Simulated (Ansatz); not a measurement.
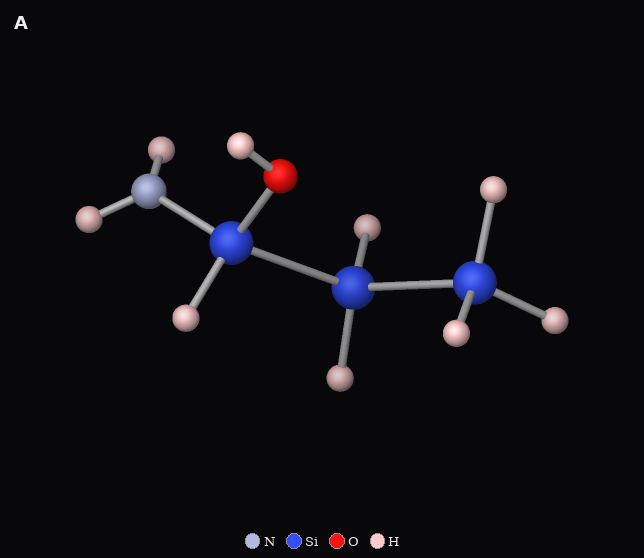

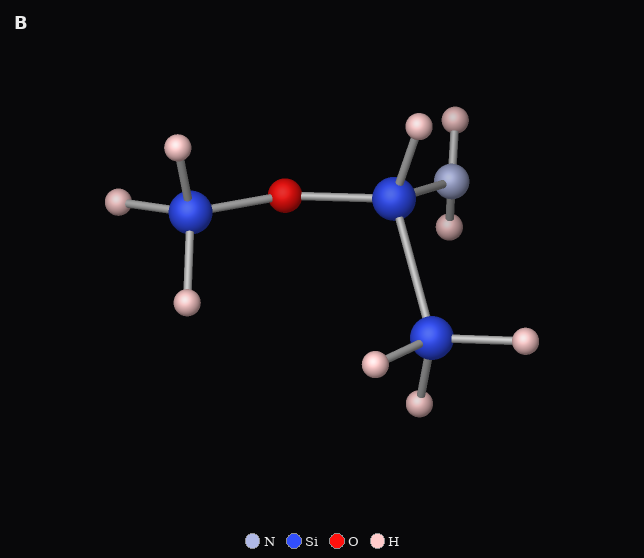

2 stationary structures of one formula. Geometries: PBE-D4/def2-SVP. Electronic energies: PBE-D4/def2-SVP (Ansatz 0.2.0), without zero-point energy. No frequency run is at hand to confirm each as a minimum. Each is one conformer, not always the lowest.

Are they conformers, stereoisomers or constitutional isomers?

Answer. They are constitutional isomers of H9NOSi3: A `N[Si@H](O)[SiH2][SiH3]`, B `N[Si@H]([SiH3])O[SiH3]`.

Rank them by energy, lowest first.

Answer. B is lowest; A lies 67.7 kJ/mol above it.
